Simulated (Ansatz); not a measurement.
**One shape, several levels: CH5Si (SMILES [CH2][SiH3])**

Aim: a comparison of 6 runs (UHF/STO-3G, U-wB97M-V/STO-3G, UBHLYP/STO-3G, UPBE/STO-3G, USVWN5/STO-3G, UCCSDTQ/STO-3G) of CH5Si. 

The calculation is run with Ansatz 0.2.0.

56 further runs of the same task are left out: 1 that didn't finish, 55 set aside as unsound or not needed.

## (1) The molecule

CH5Si has 7 atoms, charge 0, and is taken as a doublet. SMILES: `[CH2][SiH3]`. The Si2–C1 distance was set to 3.680 Å, away from the relaxed value. At this shape a bond of the SMILES string is far longer than usual.

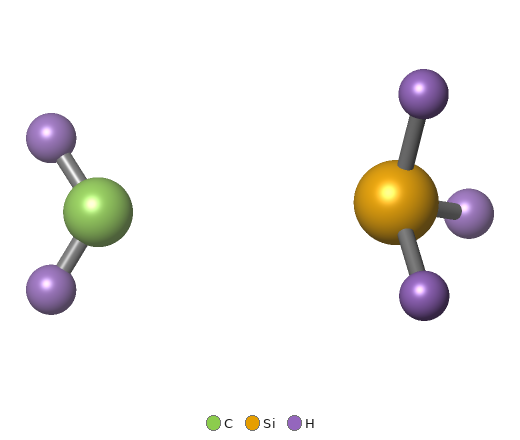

Viewed from a chosen angle; carbon green, silicon amber, hydrogen purple.

## (2) A single-point energy at UHF/STO-3G (run 1)

Input file molecule.yaml:

```yaml
basis:
  gaussian: {orbitals: STO-3G}
crystal:
  periodic: [false, false, false]
  atoms:
    - symbol: C
      position_ang: [-0.477500, -2.915802, 0.123800]
    - symbol: Si
      position_ang: [0.132300, 0.709800, -0.029000]
    - symbol: H
      position_ang: [-1.443900, -3.335002, 0.384900]
    - symbol: H
      position_ang: [0.283400, -3.647602, -0.127400]
    - symbol: H
      position_ang: [-0.191200, 1.256600, -1.379100]
    - symbol: H
      position_ang: [-0.719700, 1.420100, 0.961800]
    - symbol: H
      position_ang: [1.563100, 1.005600, 0.248500]
magnetization: {spin_polarized: true, initial_magnetization: 1}
hamiltonian: {xc: hf}
accuracy: high
```

The run is started by

```bash
$ ansatz run molecule.yaml --threads 1 --pin off --max-ram 2610MiB --events-out events.jsonl --progress --plain --runs-dir runs
```

The log of the run:

```text
Warning: RAYON_NUM_THREADS=1 ignored (pool sized by the plan → 1); use --threads N
Functional definition: HF
  name "HF"
  exchange = exact_x
  correlation = 0
303 factors; integrals over basis functions are off by at most 7.8e-9 eV
mean field evaluation 1: about -8857.3021 eV, gradient 1.0e1 eV
mean field evaluation 2: about -8857.3133 eV, gradient 1.0e1 eV
mean field evaluation 4: about -8860.8223 eV, gradient 3.6e0 eV
mean field evaluation 8: about -8861.0469 eV, gradient 5.3e-1 eV
mean field evaluation 16: about -8862.0189 eV, gradient 5.0e-7 eV
mean field evaluation 32: about -8862.9251 eV, gradient 2.8e-8 eV
mean field evaluation 64: about -8861.3273 eV, gradient 7.6e-1 eV
mean field evaluation 96: about -8861.0607 eV, gradient 9.5e-7 eV
mean field -8862.92506234 eV, -325.7064885346 hartree, gradient 2.8e-8 eV, S^2 1.756156; 4 other end points of the search recorded, 0 dependent functions left out
reference -8862.92506234 eV, -325.7064885346 hartree; 13, 12 occupied and 6, 7 virtual orbitals, 303 factors
Total energy: -8862.92506234 eV, -325.7064885346 hartree
```

Run time: 0.22 s. Hardware: 1 thread of Arm Neoverse V1, shared host.

## (3) The energy at U-wB97M-V/STO-3G (run 2)

Input file in.yaml:

```yaml
crystal:
  periodic: [false, false, false]
  atoms:
    - {symbol: C, position_ang: [-0.477500, -2.915802, 0.123800]}
    - {symbol: Si, position_ang: [0.132300, 0.709800, -0.029000]}
    - {symbol: H, position_ang: [-1.443900, -3.335002, 0.384900]}
    - {symbol: H, position_ang: [0.283400, -3.647602, -0.127400]}
    - {symbol: H, position_ang: [-0.191200, 1.256600, -1.379100]}
    - {symbol: H, position_ang: [-0.719700, 1.420100, 0.961800]}
    - {symbol: H, position_ang: [1.563100, 1.005600, 0.248500]}
basis:
  gaussian:
    orbitals: STO-3G
magnetization:
  spin_polarized: true
  initial_magnetization: 1
hamiltonian:
  xc: {name: wB97M-V}
accuracy: high
```

The run is started by

```bash
$ ansatz run in.yaml --threads 1 --pin off --max-ram 2610MiB --events-out events.jsonl --progress --plain --runs-dir runs
```

The log of the run, cut to the lines that bear on the results:

```text
Warning: RAYON_NUM_THREADS=1 ignored (pool sized by the plan → 1); use --threads N
Functional definition: wB97M-V
  name "wB97M-V"
[...]
  gx(w, u) = 1 - cx + cx01*u + cx10*w
  gss(w, u) = css00 + css04*u^4 + css10*w + css20*w^2 + css43*w^4*u^3
  gos(w, u) = cos00 + cos10*w + (cos20 + cos21*u)*w^2 + (cos60 + cos61*u)*w^6
[...]
      + integral(e_c_pw_mod_opposite_spin*gos(b97_w_opposite, b97_u_opposite)) + vv10(b, c)
303 factors; integrals over basis functions are off by at most 7.8e-9 eV
164 factors; integrals over basis functions are off by at most 2.2e-9 eV
[...]
mean field -8883.99812598 eV, -326.4809093394 hartree, gradient 4.8e-8 eV, S^2 1.721944; 2 other end points of the search recorded, 0 dependent functions left out
reference -8883.99812918 eV, -326.4809094573 hartree; 13, 12 occupied and 6, 7 virtual orbitals, 303 factors
Total energy: -8883.99812918 eV, -326.4809094573 hartree
```

It took 59 s on 1 thread of Arm Neoverse V1, shared host; peak memory 0.55 GiB.

Runs 3 to 5 aren't shown in full; the table further down has their settings and results.

## (4) The energy at UCCSDTQ/STO-3G (run 6)

Input file input.yaml:

```yaml
crystal:
  periodic: [false, false, false]
  atoms:
    - {symbol: C, position_ang: [-0.477500, -2.915802, 0.123800]}
    - {symbol: Si, position_ang: [0.132300, 0.709800, -0.029000]}
    - {symbol: H, position_ang: [-1.443900, -3.335002, 0.384900]}
    - {symbol: H, position_ang: [0.283400, -3.647602, -0.127400]}
    - {symbol: H, position_ang: [-0.191200, 1.256600, -1.379100]}
    - {symbol: H, position_ang: [-0.719700, 1.420100, 0.961800]}
    - {symbol: H, position_ang: [1.563100, 1.005600, 0.248500]}
basis:
  gaussian:
    orbitals: STO-3G
accuracy: high
correlation:
  method: ccsdtq
  frozen_orbitals: {C: 1, H: 0, Si: 5}
magnetization:
  spin_polarized: true
  initial_magnetization: 1
scf:
  omitted_lower_state_checks: [cluster_reference, increment]
```

The run is started by

```bash
$ ansatz run input.yaml --threads 1 --pin off --max-ram 2610MiB --events-out events.jsonl --progress --plain --runs-dir runs
```

The log of the run:

```text
Warning: RAYON_NUM_THREADS=1 ignored (pool sized by the plan → 1); use --threads N
[... 14 lines left out ...]
6 core orbitals not correlated: weight in the atoms' cores, before any rotation towards them, 1.000 or more for the frozen orbitals, at most 0.000 for the correlated occupied ones
[... 108 lines left out ...]
Total energy: -8865.49077683 eV, -325.8007768029 hartree
Checks for a lower state left out: cluster_reference, increment
```

It took 90 s on 1 thread of Arm Neoverse V1, shared host; peak memory 0.28 GiB.

## (5) The series

| run | level | frozen core orbitals | energy (Eh) | ⟨S²⟩ | wall time |
| --- | --- | --- | --- | --- | --- |
| 1 | UHF/STO-3G | – | -325.706489 | 1.756 | 0.22 s |
| 2 | U-wB97M-V/STO-3G | – | -326.480909 | 1.722 | 59 s |
| 3 | UBHLYP/STO-3G | – | -326.476566 | 1.729 | 4.2 s |
| 4 | UPBE/STO-3G | – | -326.258778 | 1.666 | 5.1 s |
| 5 | USVWN5/STO-3G | – | -324.849326 | 1.617 | 2.3 s |
| 6 | UCCSDTQ/STO-3G | 6 | -325.800777 | 1.756 | 90 s |

## (6) Summary of results

| quantity | value |
| --- | --- |
| run 6: total energy | -325.80078 Eh |
| run 6: correlation energy (6 core orbitals frozen) | -94.3 mEh |
| run 6: ⟨S²⟩ of the reference determinant | 1.756 |
| run 6: T1 diagnostic | 0.015 |

In words: Totals of different functionals can't be ranked against each other. In runs 1, 2, 3, 4, 5, 6 the basis is minimal, so the values are rough. Spin contamination of the reference: run 1 ⟨S²⟩ = 1.76, run 6 ⟨S²⟩ = 1.76, run 3 ⟨S²⟩ = 1.73, run 2 ⟨S²⟩ = 1.72, run 4 ⟨S²⟩ = 1.67, run 5 ⟨S²⟩ = 1.62. Where it is this large, the reference is a mixture of spin states, and values that rest on it are in doubt. All runs together took 2.7 min, the longest 90 s.
